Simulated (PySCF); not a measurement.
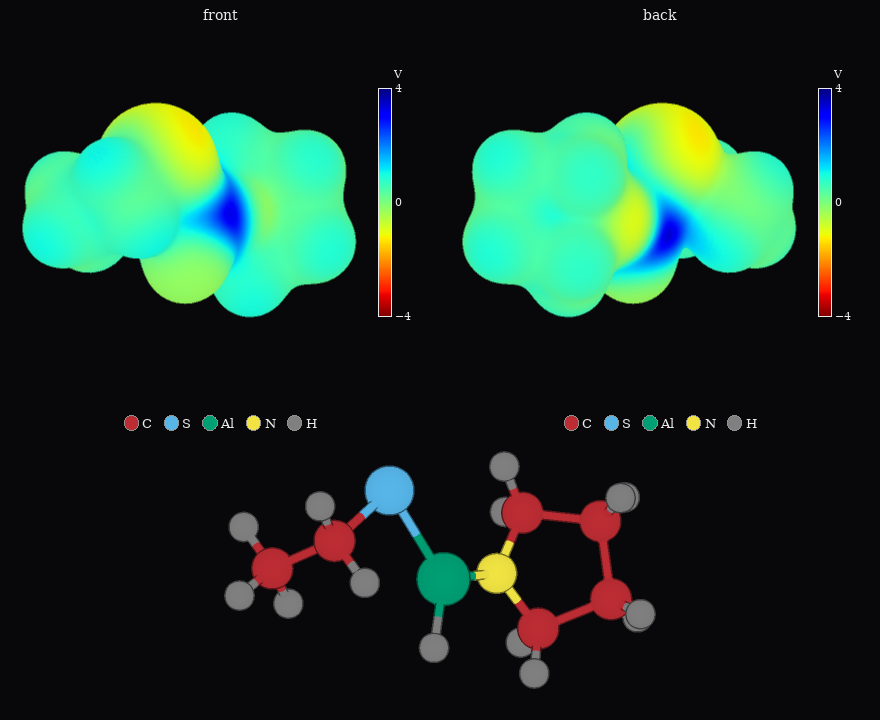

Figure 1: C$_{6}$H$_{14}$AlNS. The electrostatic potential painted on the density surface at 0.004 e/bohr³, seen from the front and from behind; red is negative and blue positive. The bare structure is drawn below in the same view.

Geometry: GFN2-xTB.

Computed with PBE0/pcSseg-1, SCF density, gas phase, non-relativistic in PySCF 2.14.0.

```yaml
atoms:
  - { symbol: C, position_ang: [4.1754, -0.3064, -0.1658] }
  - { symbol: C, position_ang: [3.5021, 0.7622, 0.6706] }
  - { symbol: S, position_ang: [2.0107, 0.1079, 1.5342] }
  - { symbol: Al, position_ang: [0.6620, 0.3670, -0.1803] }
  - { symbol: N, position_ang: [-0.9695, -0.3477, -0.2361] }
  - { symbol: C, position_ang: [-1.7372, -0.9572, 0.8389] }
  - { symbol: C, position_ang: [-3.0285, -0.1268, 0.8924] }
  - { symbol: C, position_ang: [-3.2058, 0.3800, -0.5521] }
  - { symbol: C, position_ang: [-1.9460, -0.1163, -1.2855] }
  - { symbol: H, position_ang: [3.4996, -0.6383, -0.9577] }
  - { symbol: H, position_ang: [5.0825, 0.0896, -0.6198] }
  - { symbol: H, position_ang: [4.4329, -1.1659, 0.4483] }
  - { symbol: H, position_ang: [3.1985, 1.6063, 0.0431] }
  - { symbol: H, position_ang: [4.1601, 1.1225, 1.4592] }
  - { symbol: H, position_ang: [1.1742, 1.2059, -1.3600] }
  - { symbol: H, position_ang: [-1.9766, -2.0000, 0.5880] }
  - { symbol: H, position_ang: [-1.1720, -0.9412, 1.7736] }
  - { symbol: H, position_ang: [-3.8746, -0.7235, 1.2282] }
  - { symbol: H, position_ang: [-2.9011, 0.7116, 1.5767] }
  - { symbol: H, position_ang: [-4.1083, -0.0143, -1.0164] }
  - { symbol: H, position_ang: [-3.2576, 1.4677, -0.5749] }
  - { symbol: H, position_ang: [-1.5575, 0.6004, -2.0119] }
  - { symbol: H, position_ang: [-2.1681, -1.0564, -1.8096] }
```

Q: Describe the electrostatic potential map.

A: The most negative region (about −1.2 V) lies over S3, the most positive (about +3.1 V) over Al4.

Q: What dipole moment does the calculation give?

A: Its dipole moment is 1.31 D.
